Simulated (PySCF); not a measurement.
C5H13B (SMILES BC(C)(C)CC)

```xyz
19

B    -0.6832    1.5298    0.3739
C    -0.4016    0.0259    0.0573
C    -1.3952   -0.5760    1.0857
C    -0.8127   -0.4145   -1.3480
C     1.0193   -0.4331    0.4117
C     2.1180    0.1962   -0.4326
H    -1.5887    2.1158   -0.1776
H    -0.0781    2.0937    1.2595
H    -1.1415   -0.3080    2.1242
H    -2.4374   -0.2733    0.8933
H    -1.3594   -1.6774    1.0151
H    -1.8604   -0.1491   -1.5577
H    -0.1966    0.0605   -2.1265
H    -0.7117   -1.5079   -1.4664
H     1.2075   -0.2013    1.4742
H     1.0747   -1.5351    0.3265
H     3.1138   -0.1408   -0.1064
H     2.0203   -0.0614   -1.4983
H     2.1016    1.2959   -0.3530
```

Geometry: PBE0-D3(BJ)/ma-def2-SVP.

Computed with DFT single point, gas phase, functional wB97X in PySCF 2.14.0, density-fitted response routines.

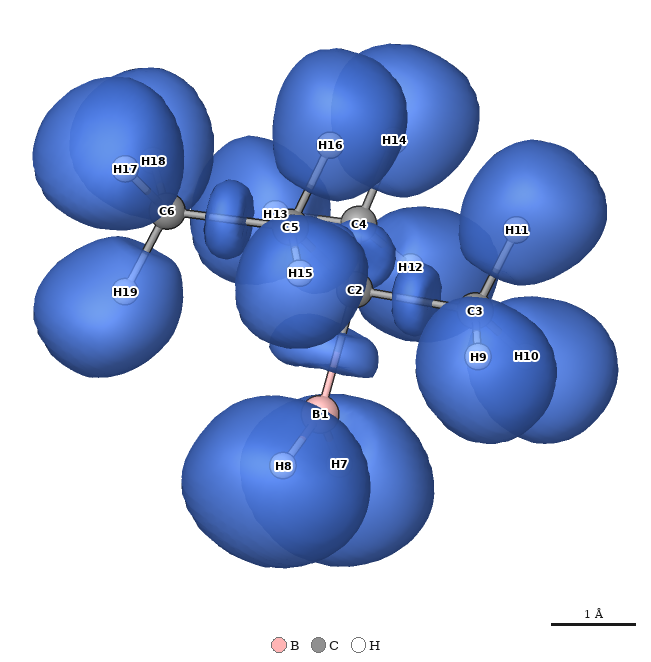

Figure 1. Isosurface of the ELF at 0.8 (blue), seen at an oblique angle. Core shells and regions of very low density are left out.

Identify the bonds, lone pairs and shells in this picture.

At this value the surface marks out one region between bonded B–C atoms (shared pairs), four regions between bonded C–C atoms (shared pairs) and 13 regions around hydrogen nuclei. Along the contacts the grid gives the following. C–C (1.52 Å): the ELF peaks at about 0.95 between the atoms: localised, covalent bonding. C–B (1.56 Å): the ELF peaks at about 1 between the atoms; a shared electron pair.

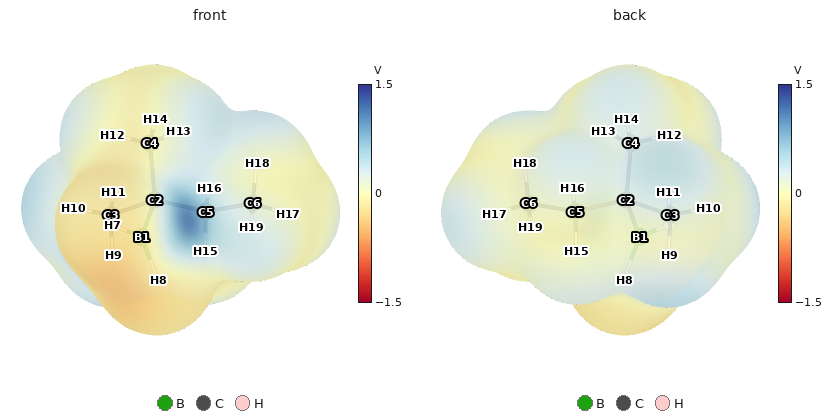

Figure 2. The molecular electrostatic potential painted on the density surface at 0.001 e/bohr³, seen from the front and from behind; the colour scale runs from red (negative) to blue (positive).

Where is the surface potential most negative and most positive?

The most negative region (about −0.4 V) lies over H7 and H8, the most positive (about +1.0 V) over B1.

What dipole moment does the calculation give?

Its dipole moment is 0.66 D.

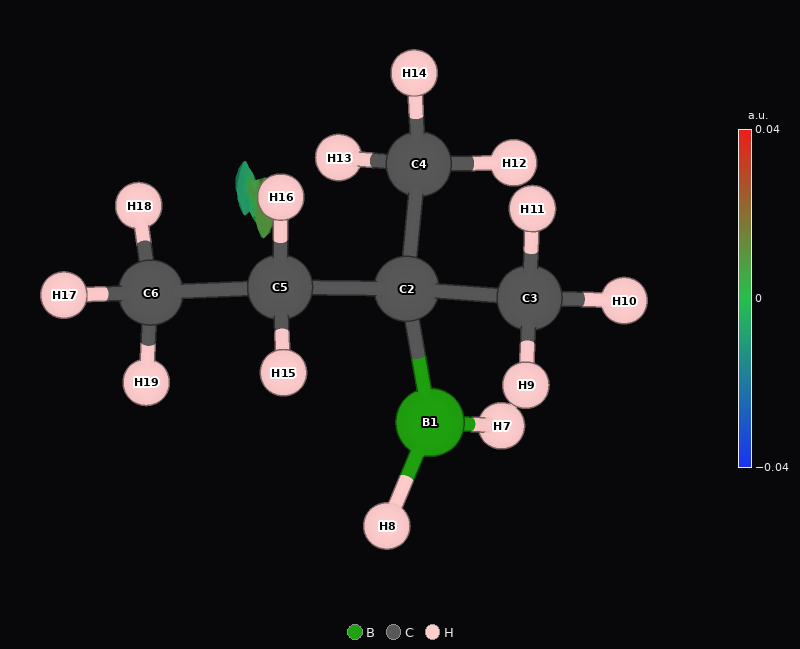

Figure 3. Non-covalent interaction (NCI) plot: the surface where the reduced density gradient is 0.5, for densities under 0.05 a.u., coloured by sign(λ₂)ρ; seen at an oblique angle.

What holds or crowds the atoms apart from the covalent bonds?

Between H18 and C6 on one side and H13 and C4 on the other: a weak contact, attractive (blue-green) on one side and crowded (olive to red) on the other.
